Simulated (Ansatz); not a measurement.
**One shape, several levels: CH7AlSi (SMILES [CH3][AlH][SiH3])**

We compute a comparison of 6 runs (B3LYP/6-31G*, BHLYP/cc-pVDZ, HSE06/cc-pVDZ, revPBE/cc-pVDZ, RPA@PBE/cc-pVDZ, MP2/cc-pVDZ) of CH7AlSi. 

The results are computed with Ansatz 0.2.0.

68 further runs of the same task are left out: 68 set aside as unsound or not needed.

### 1 Starting point

CH7AlSi has 10 atoms, charge 0, and is taken as a singlet. SMILES: `[CH3][AlH][SiH3]`. The Si3–H9 distance was set to 1.942 Å, away from the relaxed value.

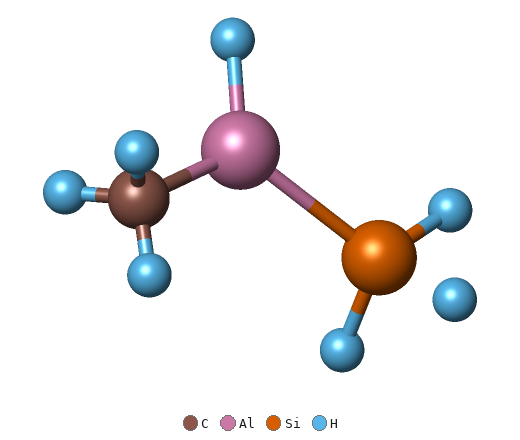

The structure, seen from a chosen angle (carbon brown, aluminium pink, silicon orange, hydrogen blue).

### 2 A single-point energy at B3LYP/6-31G(d) (Cartesian functions) (run 1)

job.yaml reads:

```yaml
crystal:
  periodic: [false, false, false]
  atoms:
    - {symbol: C, position_ang: [-1.379947, 0.753499, -1.183350]}
    - {symbol: Al, position_ang: [0.457553, 0.095799, -1.111850]}
    - {symbol: Si, position_ang: [1.210153, -1.321001, 0.754450]}
    - {symbol: H, position_ang: [-1.860747, 0.445599, -2.118450]}
    - {symbol: H, position_ang: [-2.002147, 0.410399, -0.354350]}
    - {symbol: H, position_ang: [-1.389547, 1.849299, -1.181350]}
    - {symbol: H, position_ang: [1.465353, 0.495499, -2.278650]}
    - {symbol: H, position_ang: [0.383353, -2.561301, 0.850050]}
    - {symbol: H, position_ang: [1.000200, -0.395000, 2.448500]}
    - {symbol: H, position_ang: [2.635053, -1.747301, 0.659450]}
basis:
  gaussian: {orbitals: "6-31G*"}
hamiltonian: {xc: {name: B3LYP}}
accuracy: high
output: {orbitals: {seedname: orbitals}}
```

Started as:

```bash
$ ansatz run job.yaml --threads 1 --pin off --max-ram 3480MiB --events-out events.jsonl --progress --plain --runs-dir runs
```

The program printed:

```text
Warning: RAYON_NUM_THREADS=1 ignored (pool sized by the plan → 1); use --threads N
Functional definition: B3LYP
  name "B3LYP"
  parameter a0 = 0.2
  parameter ax = 0.72
  parameter ac = 0.81
  exchange = (1 - a0 - ax)*slater_x + ax*b88_x + a0*exact_x
  correlation = (1 - ac)*vwn_rpa_c + ac*lyp_c
1527 factors; integrals over basis functions are off by at most 3.9e-9 eV
mean field evaluation 1: about -15619.5104 eV, gradient 4.6e1 eV
mean field evaluation 2: about -15616.0639 eV, gradient 5.5e1 eV
mean field evaluation 4: about -15624.6591 eV, gradient 1.4e0 eV
mean field evaluation 8: about -15624.7840 eV, gradient 4.8e-2 eV
mean field evaluation 16: about -15624.7840 eV, gradient 6.6e-6 eV
mean field -15624.78399507 eV, -574.2002209600 hartree, gradient 8.0e-8 eV, S^2 0.000000; 0 other end points of the search recorded, 0 dependent functions left out
reference -15624.78404218 eV, -574.2002226912 hartree; 20, 20 occupied and 47, 47 virtual orbitals, 1527 factors
Total energy: -15624.78404218 eV, -574.2002226912 hartree
```

Wall time 6.3 s (1 thread of Arm Neoverse V1, shared host); peak memory 0.21 GiB.

### 3 The energy at BHLYP/cc-pVDZ (run 2)

input.yaml reads:

```yaml
crystal:
  periodic: [false, false, false]
  atoms:
    - {symbol: C, position_ang: [-1.379947, 0.753499, -1.183350]}
    - {symbol: Al, position_ang: [0.457553, 0.095799, -1.111850]}
    - {symbol: Si, position_ang: [1.210153, -1.321001, 0.754450]}
    - {symbol: H, position_ang: [-1.860747, 0.445599, -2.118450]}
    - {symbol: H, position_ang: [-2.002147, 0.410399, -0.354350]}
    - {symbol: H, position_ang: [-1.389547, 1.849299, -1.181350]}
    - {symbol: H, position_ang: [1.465353, 0.495499, -2.278650]}
    - {symbol: H, position_ang: [0.383353, -2.561301, 0.850050]}
    - {symbol: H, position_ang: [1.000200, -0.395000, 2.448500]}
    - {symbol: H, position_ang: [2.635053, -1.747301, 0.659450]}
basis:
  gaussian:
    orbitals: cc-pVDZ
hamiltonian:
  xc: {name: BHLYP}
accuracy: high
output: {orbitals: {seedname: orbitals}}
```

Started as:

```bash
$ ansatz run input.yaml --threads 1 --pin off --max-ram 3480MiB --events-out events.jsonl --progress --plain --runs-dir runs
```

The program printed:

```text
Warning: RAYON_NUM_THREADS=1 ignored (pool sized by the plan → 1); use --threads N
Functional definition: BHLYP
  name "BHLYP"
  parameter a = 0.5
  exchange = (1 - a)*b88_x + a*exact_x
  correlation = lyp_c
2011 factors; integrals over basis functions are off by at most 4.0e-9 eV
mean field evaluation 1: about -15619.8126 eV, gradient 3.7e1 eV
mean field evaluation 2: about -15620.4920 eV, gradient 3.2e1 eV
mean field evaluation 4: about -15623.1697 eV, gradient 1.7e0 eV
mean field evaluation 8: about -15623.4146 eV, gradient 1.2e-1 eV
mean field evaluation 16: about -15623.4147 eV, gradient 1.0e-5 eV
mean field -15623.41465074 eV, -574.1498984837 hartree, gradient 7.1e-8 eV, S^2 0.000000; 0 other end points of the search recorded, 0 dependent functions left out
reference -15623.41468324 eV, -574.1498996782 hartree; 20, 20 occupied and 65, 65 virtual orbitals, 2011 factors
Total energy: -15623.41468324 eV, -574.1498996782 hartree
```

Wall time 9.6 s (1 thread of Arm Neoverse V1, shared host); peak memory 0.28 GiB.

### 4 The energy at HSE06/cc-pVDZ (run 3)

in.yaml reads:

```yaml
crystal:
  periodic: [false, false, false]
  atoms:
    - {symbol: C, position_ang: [-1.379947, 0.753499, -1.183350]}
    - {symbol: Al, position_ang: [0.457553, 0.095799, -1.111850]}
    - {symbol: Si, position_ang: [1.210153, -1.321001, 0.754450]}
    - {symbol: H, position_ang: [-1.860747, 0.445599, -2.118450]}
    - {symbol: H, position_ang: [-2.002147, 0.410399, -0.354350]}
    - {symbol: H, position_ang: [-1.389547, 1.849299, -1.181350]}
    - {symbol: H, position_ang: [1.465353, 0.495499, -2.278650]}
    - {symbol: H, position_ang: [0.383353, -2.561301, 0.850050]}
    - {symbol: H, position_ang: [1.000200, -0.395000, 2.448500]}
    - {symbol: H, position_ang: [2.635053, -1.747301, 0.659450]}
basis:
  gaussian:
    orbitals: cc-pVDZ
output: {orbitals: {seedname: orbitals}}
accuracy: high
hamiltonian:
  xc: {name: HSE06}
```

Started as:

```bash
$ ansatz run in.yaml --threads 1 --pin off --max-ram 3480MiB --events-out events.jsonl --progress --plain --runs-dir runs
```

The program printed:

```text
Warning: RAYON_NUM_THREADS=1 ignored (pool sized by the plan → 1); use --threads N
Functional definition: HSE06
  name "HSE06"
  parameter a = 0.25
  parameter omega = 0.11/bohr
  exchange = pbe_x - a*pbe_x_sr(omega) + a*exact_x_sr(omega)
  correlation = pbe_c
2011 factors; integrals over basis functions are off by at most 4.0e-9 eV
116 factors; integrals over basis functions are off by at most 2.0e-9 eV
mean field evaluation 1: about -15610.3771 eV, gradient 4.6e1 eV
mean field evaluation 2: about -15606.4450 eV, gradient 5.6e1 eV
mean field evaluation 4: about -15615.7634 eV, gradient 1.6e0 eV
mean field evaluation 8: about -15615.8868 eV, gradient 1.3e-1 eV
mean field evaluation 16: about -15615.8869 eV, gradient 1.3e-5 eV
mean field -15615.88686292 eV, -573.8732573840 hartree, gradient 7.8e-8 eV, S^2 0.000000; 0 other end points of the search recorded, 0 dependent functions left out
reference -15615.88686719 eV, -573.8732575410 hartree; 20, 20 occupied and 65, 65 virtual orbitals, 2011 factors
Total energy: -15615.88686719 eV, -573.8732575410 hartree
```

It took 8.7 s on 1 thread of Arm Neoverse V1, shared host; peak memory 0.29 GiB.

Runs 4 to 5 aren't shown in full; the table further down has their settings and results.

### 5 The energy at MP2/cc-pVDZ (run 6)

Edit job.yaml of step 2 so:

```diff
@@ -1 +1,3 @@
+basis:
+  gaussian: {orbitals: cc-pVDZ}
 crystal:
@@ -13,6 +15,3 @@
     - {symbol: H, position_ang: [2.635053, -1.747301, 0.659450]}
-basis:
-  gaussian: {orbitals: "6-31G*"}
-hamiltonian: {xc: {name: B3LYP}}
+correlation: {method: mp2, frozen_orbitals: {Al: 5, C: 1, H: 0, Si: 5}}
 accuracy: high
-output: {orbitals: {seedname: orbitals}}
```

Started as:

```bash
$ ansatz run job.yaml --threads 1 --pin off --max-ram 3480MiB --events-out events.jsonl --progress --plain --runs-dir runs
```

The program printed:

```text
Warning: RAYON_NUM_THREADS=1 ignored (pool sized by the plan → 1); use --threads N
Functional definition: HF
  name "HF"
  exchange = exact_x
  correlation = 0
2011 factors; integrals over basis functions are off by at most 4.0e-9 eV
mean field evaluation 1: about -15582.9523 eV, gradient 2.4e1 eV
mean field evaluation 2: about -15582.9940 eV, gradient 2.4e1 eV
mean field evaluation 4: about -15585.0256 eV, gradient 2.4e0 eV
mean field evaluation 8: about -15585.0580 eV, gradient 4.2e-4 eV
mean field -15585.05797225 eV, -572.7403165486 hartree, gradient 3.3e-8 eV, S^2 0.000000; 0 other end points of the search recorded, 0 dependent functions left out
11 core orbitals not correlated: weight in the atoms' cores, before any rotation towards them, 1.000 or more for the frozen orbitals, at most 0.000 for the correlated occupied ones
reference -15585.05797225 eV, -572.7403165486 hartree; 9, 9 occupied and 65, 65 virtual orbitals, 2011 factors
second order -8.70827433 eV of doubles, -0.00000000 eV of singles
Total energy: -15593.76624659 eV, -573.0603397276 hartree
```

Run time: 3.3 s. Hardware: 1 thread of Arm Neoverse V1, shared host; peak memory 0.23 GiB.

### 6 Overview of the runs

```csv
run,level,Cartesian functions,frozen core orbitals,energy (Eh),HOMO energy (eV),LUMO energy (eV),HOMO–LUMO gap (eV),wall time
1,B3LYP/6-31G* (Cartesian functions),yes,–,-574.200223,-7.12,-1.98,5.14,6.3 s
2,BHLYP/cc-pVDZ,no,–,-574.149900,-8.33,-1.10,7.23,9.6 s
3,HSE06/cc-pVDZ,no,–,-573.873258,-6.98,-2.27,4.70,8.7 s
4,revPBE/cc-pVDZ,no,–,-574.057018,-6.26,-2.55,3.71,6.9 s
5,RPA@PBE/cc-pVDZ,no,11,-573.334278,–,–,–,12 s
6,MP2/cc-pVDZ,no,11,-573.060340,–,–,–,3.3 s
```

### 7 Summary of results

| quantity | value |
| --- | --- |
| run 6: total energy | -573.06034 Eh |
| run 6: correlation energy (11 core orbitals frozen) | -320.0 mEh |

What this shows: Over runs 1, 2, 3, 4 the HOMO–LUMO gap runs from 3.71 eV (revPBE/cc-pVDZ) to 7.23 eV (BHLYP/cc-pVDZ). Totals of different functionals can't be ranked against each other. All runs together took 47 s, the longest 12 s.
